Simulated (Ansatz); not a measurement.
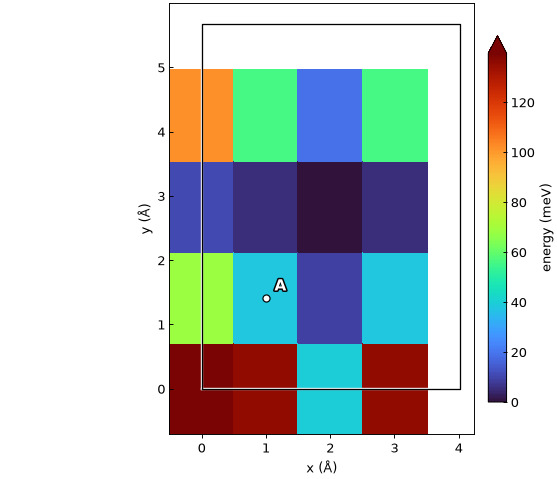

N₂ on a GaAs(110) slab cut from the F-43m phase, its upper half relaxed before the scan (6 atoms of substrate and one adsorbate in a 1 × 1 cell). N2 is moved over the surface cell at a fixed height above a rigid substrate; the origin of the map has the adsorbate above As6; the height is held at 2.90 Å. Places are given modulo a cell vector. The map is drawn in real space over the plane of the surface. The scan uses a 4 × 4 grid; 12 points were computed and 4 follow by symmetry. Energies: meV, counted from the lowest grid point. With one adsorbate in each 1 × 1 cell, its nearest image is 4.0 Å away, so neighbouring adsorbates interact. At a fixed height the lowest place need not be the adsorption site. Level of theory: DFT PBE+D3(BJ), scalar-relativistic, plane waves, PAW in Ansatz 0.2.0. Settings: cutoff 420 eV, k-mesh 7×5×1, gaussian smearing 0.05 eV, no spin polarisation.

Drawn: one coloured cell a grid point, the outline of one cell of the plane, one colour for all values above the top of the scale, the point A.

**Is A at rest? If not, where is it pushed?**

A, at (1/4, 1/4) of the cell vectors, is not a stationary point. The computed force is 0.078 eV/Å in the plane, pointing up and right in the picture (components 0.047 and 0.062 eV/Å).

PAW datasets: the set soft_1.
